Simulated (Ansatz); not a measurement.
**Run report: CH5AlN2O, geometry relaxation (part 2 of 2)**

Continued. System: CH5AlN2O. Method: RHF/6-31G* (Ansatz 0.2.0). It belongs to a series of runs on one base structure; here: end point A relaxed.

Geometry of the input (Å):
```
O  0.8977  0.2695  -2.7210
Al 0.3093  0.1686  -0.9853
N  0.9514  -0.1696  0.7283
C  -0.3059  -0.0066  1.2694
N  -1.2200  0.2713  0.0848
H  0.7662  -0.5887  -3.0936
H  1.2700  -1.1821  0.7616
H  -0.6908  -0.9366  1.7578
H  -0.4041  0.8335  2.0530
H  -1.4907  1.2897  0.1480
```

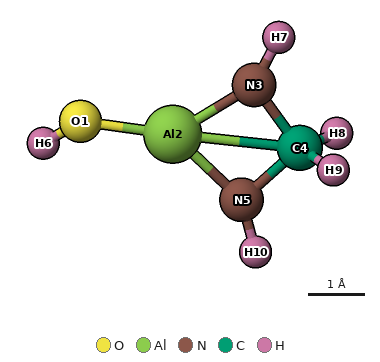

**Figure 1.** The geometry at step 10 of the log (ball-and-stick view, seen at a tilt; atoms are numbered from 1 in the order of the input).

## Trajectory as extended XYZ, continued
```
10
Properties=species:S:1:pos:R:3:forces:R:3 step=4 energy=-12694.19929
O     0.8899    0.1780   -2.5584    0.1630  -0.1209   0.1334
Al    0.4353    0.0875   -0.9370   -0.5569   0.4021  -0.0698
N     0.9740   -0.3832    0.6729   -0.0066  -0.1573  -0.1179
C    -0.3452   -0.0083    1.2241   -0.0324   0.1079  -0.4494
N    -1.0348    0.4693    0.0057    0.5598  -0.1520  -0.1764
H     0.5094   -0.3817   -3.2132   -0.0174  -0.0211  -0.2729
H     1.5214   -1.0877    1.1164   -0.2046   0.1488   0.1992
H    -0.8557   -0.8559    1.6578   -0.0756  -0.1959   0.1904
H    -0.2571    0.7729    1.9608    0.0099   0.1976   0.3161
H    -1.7541    1.1581    0.0741    0.1609  -0.2091   0.2473
10
Properties=species:S:1:pos:R:3:forces:R:3 step=5 energy=-12694.19627 accepted=F
O     0.9383    0.1005   -2.5886   -0.1144  -0.2313   0.0492
Al    0.4264    0.0366   -0.9791    0.0351   0.0571   0.0336
N     0.9309   -0.4643    0.6423   -0.3045   0.1423   0.3667
C    -0.3410    0.0076    1.2133    0.5088  -0.2400  -0.7964
N    -0.9800    0.4949   -0.0173   -0.2617   0.0067   0.9446
H     0.4904   -0.2453   -3.3488    0.1234   0.1414   0.1947
H     1.4653   -0.9980    1.2752    0.6343  -0.3017  -0.1584
H    -0.8767   -0.8148    1.6811   -0.2089  -0.0008  -0.0111
H    -0.1937    0.7840    1.9620   -0.0429   0.1303  -0.0884
H    -1.7769    1.0478    0.1629   -0.3691   0.2958  -0.5346
10
Properties=species:S:1:pos:R:3:forces:R:3 step=6 energy=-12694.25429
O     0.9269    0.1274   -2.5632   -0.1685  -0.3358  -0.3330
Al    0.4251    0.0803   -0.9553   -0.0692   0.0737  -0.0436
N     0.9547   -0.4201    0.6534    0.0776  -0.2529   0.3072
C    -0.3432   -0.0023    1.2152    0.1792  -0.0493  -0.1640
N    -1.0057    0.4898    0.0003   -0.1924   0.1304   0.2011
H     0.4923   -0.3210   -3.2814    0.2388   0.2804   0.2820
H     1.5152   -1.0535    1.1883   -0.1899   0.2824  -0.2330
H    -0.8704   -0.8409    1.6654   -0.0505  -0.0094   0.0177
H    -0.2344    0.7786    1.9638    0.0162   0.0321   0.0466
H    -1.7774    1.1107    0.1163    0.1587  -0.1516  -0.0809
10
Properties=species:S:1:pos:R:3:forces:R:3 step=7 energy=-12694.27552
O     0.9473    0.0648   -2.5523   -0.0662  -0.1465  -0.2010
Al    0.4090    0.0462   -0.9595   -0.0090   0.0269   0.0114
N     0.9340   -0.4546    0.6499    0.0066  -0.0348   0.0404
C    -0.3395    0.0026    1.2217    0.0530  -0.0293   0.0133
N    -0.9973    0.5002    0.0087   -0.1173   0.0511   0.0435
H     0.4952   -0.2329   -3.3287    0.1071   0.1196   0.1608
H     1.5313   -1.0234    1.2034   -0.0389   0.0479  -0.0245
H    -0.8931   -0.8140    1.6864    0.0097   0.0229  -0.0132
H    -0.2009    0.7869    1.9661    0.0015  -0.0096  -0.0288
H    -1.8028    1.0734    0.1074    0.0536  -0.0481  -0.0020
10
Properties=species:S:1:pos:R:3:forces:R:3 step=8 energy=-12694.28911
O     0.9670   -0.0406   -2.5413   -0.0154  -0.0383  -0.0686
Al    0.3949   -0.0026   -0.9624    0.0276  -0.0165  -0.0039
N     0.9211   -0.4859    0.6493   -0.0319   0.0327  -0.0528
C    -0.3349    0.0067    1.2192   -0.0444   0.0302   0.1273
N    -1.0007    0.4878    0.0047    0.0010  -0.0112  -0.0380
H     0.4892   -0.0851   -3.3531    0.0156   0.0408   0.0262
H     1.5416   -0.9968    1.2285    0.0347  -0.0293   0.0201
H    -0.8995   -0.7808    1.7154   -0.0248  -0.0748  -0.0222
H    -0.1772    0.8052    1.9414    0.0364   0.0740   0.0213
H    -1.8185    1.0410    0.1014    0.0013  -0.0075  -0.0096
10
Properties=species:S:1:pos:R:3:forces:R:3 step=9 energy=-12694.28581 accepted=F
O     0.9588   -0.0633   -2.5421    0.2150  -0.0013   0.3068
Al    0.4007    0.0051   -0.9598   -0.0161  -0.0962  -0.0540
N     0.9275   -0.4734    0.6533   -0.1144   0.0138  -0.1084
C    -0.3333    0.0104    1.2212   -0.0454   0.0091   0.1144
N    -1.0017    0.4806    0.0044    0.0468   0.1226  -0.0351
H     0.4938   -0.0674   -3.3548   -0.1959   0.0345  -0.3117
H     1.5368   -1.0028    1.2243    0.1090  -0.0769   0.0921
H    -0.9114   -0.7719    1.7101    0.0971  -0.1241   0.0306
H    -0.1653    0.8036    1.9479   -0.0751   0.1004  -0.0271
H    -1.8230    1.0281    0.0986   -0.0210   0.0181  -0.0076
10
Properties=species:S:1:pos:R:3:forces:R:3 step=10 energy=-12694.29064
O     0.9660   -0.0514   -2.5417   -0.0232  -0.0311  -0.0781
Al    0.3955   -0.0051   -0.9623    0.0166  -0.0233  -0.0048
N     0.9206   -0.4844    0.6507    0.0104   0.0077  -0.0070
C    -0.3354    0.0083    1.2219   -0.0163   0.0060   0.0391
N    -0.9997    0.4866    0.0047   -0.0227   0.0151  -0.0152
H     0.4888   -0.0734   -3.3551    0.0237   0.0382   0.0474
H     1.5414   -0.9965    1.2294    0.0201  -0.0153   0.0075
H    -0.9001   -0.7826    1.7137   -0.0094  -0.0240   0.0063
H    -0.1753    0.8091    1.9422    0.0041   0.0311   0.0170
H    -1.8187    1.0383    0.0995   -0.0034  -0.0045  -0.0122
10
Properties=species:S:1:pos:R:3:forces:R:3 step=11 energy=-12694.29573
O     0.9551   -0.1189   -2.5460   -0.0339  -0.0068  -0.0389
Al    0.3951   -0.0444   -0.9621    0.0036   0.0138  -0.0239
N     0.9301   -0.4744    0.6624    0.0054  -0.0279  -0.0002
C    -0.3332    0.0149    1.2243    0.0148   0.0403  -0.0056
N    -1.0003    0.4659   -0.0037   -0.0040  -0.0133   0.0149
H     0.4843    0.0264   -3.3508    0.0305   0.0069   0.0535
H     1.5372   -1.0052    1.2396    0.0040  -0.0041   0.0128
H    -0.8904   -0.7739    1.7291    0.0015   0.0015  -0.0018
H    -0.1810    0.8315    1.9300   -0.0060  -0.0084  -0.0060
H    -1.8139    1.0270    0.0802   -0.0159  -0.0021  -0.0048
10
Properties=species:S:1:pos:R:3:forces:R:3 step=12 energy=-12694.29210 accepted=F
O     0.9458   -0.1505   -2.5494    0.0155   0.0271  -0.0002
Al    0.3965   -0.0548   -0.9635   -0.0712  -0.1321  -0.0102
N     0.9188   -0.5077    0.6569    0.0154   0.0740   0.1304
C    -0.3232    0.0287    1.2243   -0.0530  -0.0302  -0.0359
N    -0.9981    0.4602   -0.0064    0.0183   0.0916  -0.0347
H     0.4978    0.1031   -3.3390    0.0016   0.0049  -0.0226
H     1.5204   -1.0200    1.2564    0.0680   0.0201  -0.0659
H    -0.8855   -0.7358    1.7572   -0.0577  -0.0187   0.0144
H    -0.1402    0.8578    1.9095   -0.0180  -0.0233  -0.0404
H    -1.8493    0.9680    0.0570    0.0811  -0.0133   0.0651
10
Properties=species:S:1:pos:R:3:forces:R:3 step=13 energy=-12694.29688
O     0.9491   -0.1407   -2.5478   -0.0152  -0.0013  -0.0182
Al    0.3913   -0.0584   -0.9638    0.0035  -0.0019   0.0052
N     0.9259   -0.4869    0.6613   -0.0047  -0.0047  -0.0032
C    -0.3310    0.0184    1.2240    0.0045   0.0088   0.0005
N    -0.9988    0.4644   -0.0049    0.0017   0.0012  -0.0026
H     0.4918    0.0648   -3.3465    0.0138   0.0033   0.0148
H     1.5397   -1.0010    1.2463    0.0033  -0.0004   0.0024
H    -0.8930   -0.7617    1.7369   -0.0008   0.0020   0.0018
H    -0.1692    0.8389    1.9227   -0.0024  -0.0024  -0.0031
H    -1.8227    1.0110    0.0748   -0.0036  -0.0046   0.0025
10
Properties=species:S:1:pos:R:3:forces:R:3 step=14 energy=-12694.29716
O     0.9433   -0.1589   -2.5496   -0.0600   0.0340  -0.1109
Al    0.3875   -0.0706   -0.9654    0.0014  -0.0098   0.0233
N     0.9214   -0.4981    0.6599   -0.0061  -0.0035   0.0167
C    -0.3294    0.0210    1.2239    0.0025  -0.0016  -0.0032
N    -0.9970    0.4644   -0.0056   -0.0081   0.0178  -0.0125
H     0.4998    0.0969   -3.3436    0.0604  -0.0312   0.0945
H     1.5425   -0.9957    1.2519    0.0003   0.0054  -0.0135
H    -0.8967   -0.7508    1.7436    0.0030   0.0003   0.0017
H    -0.1578    0.8443    1.9171   -0.0042  -0.0010  -0.0023
H    -1.8307    0.9966    0.0709    0.0108  -0.0103   0.0062
10
Properties=species:S:1:pos:R:3:forces:R:3 step=15 energy=-12694.29735
O     0.9390   -0.1635   -2.5510    0.0038  -0.0050   0.0177
Al    0.3866   -0.0746   -0.9652   -0.0018   0.0030  -0.0092
N     0.9175   -0.5048    0.6601    0.0061   0.0084  -0.0304
C    -0.3298    0.0219    1.2238    0.0143  -0.0045   0.0110
N    -0.9936    0.4711   -0.0059    0.0102  -0.0168   0.0156
H     0.5049    0.1036   -3.3439   -0.0032   0.0033  -0.0072
H     1.5464   -0.9906    1.2529   -0.0016  -0.0008   0.0094
H    -0.8994   -0.7480    1.7438   -0.0187   0.0103  -0.0063
H    -0.1536    0.8438    1.9173   -0.0013  -0.0009   0.0016
H    -1.8351    0.9900    0.0713   -0.0078   0.0030  -0.0022
10
Properties=species:S:1:pos:R:3:forces:R:3 step=16 energy=-12694.29745
O     0.9374   -0.1669   -2.5508    0.0015  -0.0008  -0.0064
Al    0.3840   -0.0755   -0.9661    0.0003  -0.0004   0.0004
N     0.9148   -0.5101    0.6577   -0.0008   0.0000   0.0024
C    -0.3288    0.0221    1.2242   -0.0017   0.0009   0.0016
N    -0.9917    0.4758   -0.0042   -0.0011   0.0007   0.0018
H     0.5103    0.1073   -3.3452    0.0003   0.0004   0.0020
H     1.5493   -0.9855    1.2531    0.0004   0.0003  -0.0005
H    -0.9047   -0.7439    1.7431    0.0005   0.0014  -0.0009
H    -0.1474    0.8423    1.9187    0.0007  -0.0017  -0.0007
H    -1.8400    0.9836    0.0725   -0.0002  -0.0009   0.0002
```

## Key numbers

```tsv
quantity	value
outcome	converged
total energy	−12694.2974 eV
mean-field energy	−12694.2974 eV
largest force (length of the vector) at the end	0.007 eV/Å
hardware	1 thread of Arm Neoverse V1, 24 GiB of memory available, shared host
wall time	47 s
peak memory	0.16 GiB
```
